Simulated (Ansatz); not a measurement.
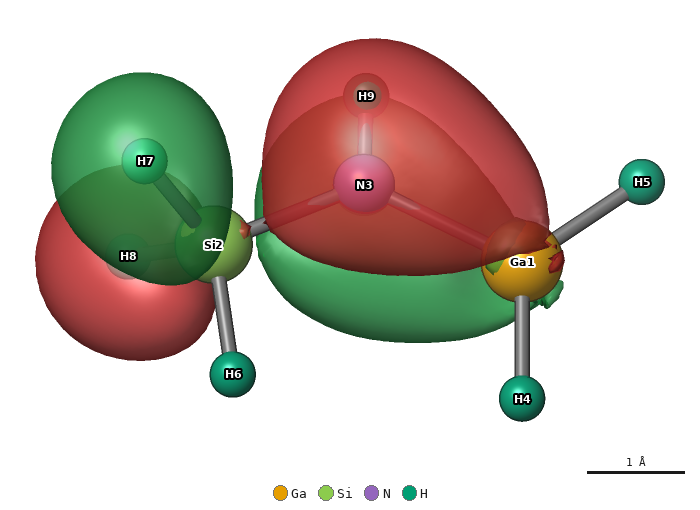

The picture shows: GaH₆NSi. One frontier orbital at ±0.08 Å⁻³ᐟ² (green and red are the two phases), seen at an oblique angle.

The product side of a reaction path; geometry: PBE0-D4/def2-TZVP.

Method: RKS PBE0-D4/def2-TZVPP in Ansatz 0.2.0.

```yaml
atoms:
  - { symbol: Ga, position_ang: [-0.6276, -0.3447, -1.6660] }
  - { symbol: Si, position_ang: [0.6382, 0.4174, 1.1770] }
  - { symbol: N, position_ang: [-0.4616, -0.4328, 0.1589] }
  - { symbol: H, position_ang: [0.3454, 0.6207, -2.4084] }
  - { symbol: H, position_ang: [-1.7312, -1.2480, -2.3032] }
  - { symbol: H, position_ang: [1.4757, 1.2785, 0.3029] }
  - { symbol: H, position_ang: [-0.0620, 1.2757, 2.1748] }
  - { symbol: H, position_ang: [1.5257, -0.5023, 1.9445] }
  - { symbol: H, position_ang: [-1.1024, -1.0644, 0.6195] }
```

### Which orbital is it: HOMO or LUMO?

The HOMO, at −7.60 eV. It lies mainly on N3 (about 55 %), Si2 (about 15 %), Ga1 (about 10 %), H8 (about 10 %) and H7 (about 10 %).
